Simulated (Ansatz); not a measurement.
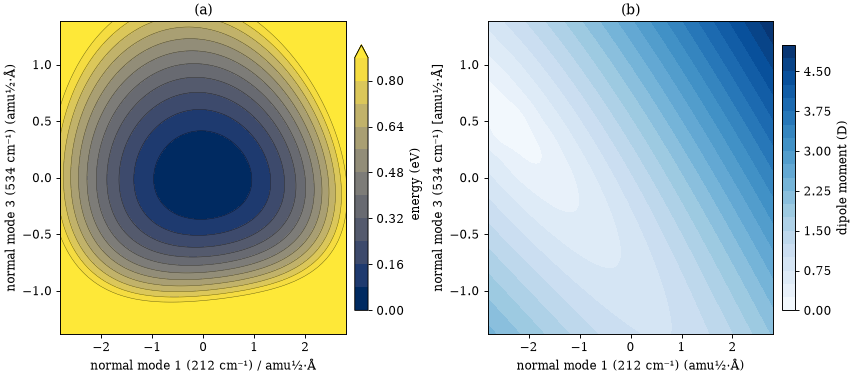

AlClFH, SMILES [F][AlH][Cl]. Coordinates scanned: (1) normal mode 1 (212 cm⁻¹); (2) normal mode 3 (534 cm⁻¹). Nothing is relaxed (straight displacements along the two mass-weighted modes). Grid: 13 × 13 points. Points are written as (first, second). All energies are given in eV relative to the relaxed molecule at the same level. All numbers below come from Ansatz 0.2.0, RHF-MP2, frozen core/def2-TZVP.

Panel (a) is the energy and panel (b) the computed dipole moment on the same grid.

In the figure: filled contours, one colour for all values above the top of the scale. Between grid points the surface is interpolated.

Question: How does the dipole moment vary over the map, and what is it at the lowest grid point?

Answer: Leaving out the highest fifth of the energies, it runs from 0.05 D at (−2.34 amu½·Å, 0.46 amu½·Å) to 4.06 D at (2.34 amu½·Å, 0.92 amu½·Å). At the lowest grid point, (0.00 amu½·Å, 0.00 amu½·Å), it is 1.20 D.
